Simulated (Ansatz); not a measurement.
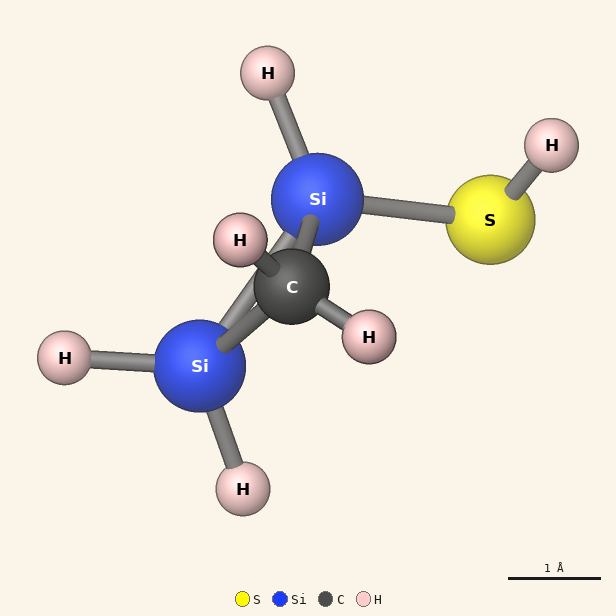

Atoms fade into the background with distance from the viewer. Computed geometry: PBE0-D4/def2-TZVP optimisation. Masses are those of the most abundant isotopes; constants are for the rigid equilibrium geometry.

### What kind of rotor is it, and what are its rotational constants in GHz?

An asymmetric top (C1): A = 7.53, B = 1.85, C = 1.73 GHz. Ray's parameter κ is −0.96, close to the prolate limit.
